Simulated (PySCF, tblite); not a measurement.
Breaking a bond: COS, SMILES O=C=S. The C2–S3 bond (C2 also carries O; S3 carries nothing else) is stretched with both fragments frozen at the PBE0/def2-TZVP optimised geometry.

```
3

O      0.0000     0.0000    -1.1524
C      0.0000     0.0000     0.0000
S      0.0000     0.0000     1.5576
```

Levels of theory: UCCSD = CCSD on UHF/cc-pVDZ, 7 core orbitals frozen (PySCF 2.14.0); RMP2 = MP2 on RHF/cc-pVDZ, 7 core orbitals frozen run with PySCF; GFN2-xTB, 300 K electronic temperature (tblite); RKS-wB97X-V = restricted wB97X-V/cc-pVDZ run with PySCF.

Energies are in kJ/mol, each relative to the lowest point of its own curve near equilibrium.

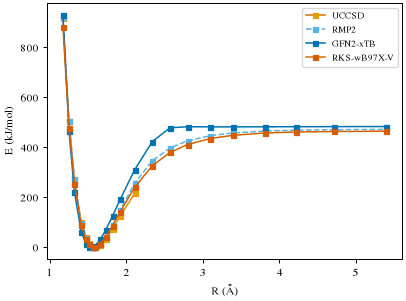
Figure. Energy against bond length for each method.

```csv
R / Å,UCCSD,RMP2,GFN2-xTB,RKS-wB97X-V
1.17,917.5,921.1,931.0,882.7
1.25,503.8,505.5,463.2,478.9
1.32,272.6,272.9,222.5,254.6
1.41,99.5,98.5,61.2,88.6
1.47,38.6,37.3,14.3,31.7
1.51,15.5,14.3,1.3,11.0
1.56,1.8,1.1,0.0,0.1
1.59,0.0,0.0,5.4,0.0
1.66,9.9,12.3,30.9,13.6
1.73,33.4,39.8,68.2,40.6
1.82,74.4,88.2,125.0,86.2
1.92,125.2,149.1,191.7,142.0
2.11,215.2,256.8,310.4,240.2
2.34,—,345.9,422.7,326.1
2.57,—,396.7,477.8,379.0
2.80,—,425.6,482.1,410.9
3.10,—,446.3,481.7,434.9
3.39,—,457.1,481.6,447.7
3.81,—,464.9,481.9,457.0
4.22,—,468.4,482.2,461.0
4.71,—,470.4,482.6,463.1
5.40,—,471.5,482.9,464.1
```

At the longest distance, 5.40 Å, GFN2-xTB lies highest above its minimum (482.9 kJ/mol) and RKS-wB97X-V lowest (464.1 kJ/mol).

A dash means that the run gave no value there, or that the column was ended at a point which the program doubted or which failed a test of continuity chosen for this set; such a test can also cut sound points.

The unrestricted determinant behind UCCSD is spin-contaminated at 2.11 to 5.40 Å (<S²> up to 1.0, against 0.00 for a pure singlet). The restricted form behind RMP2, RKS-wB97X-V keeps the bonding electrons paired and can't separate into open-shell fragments.
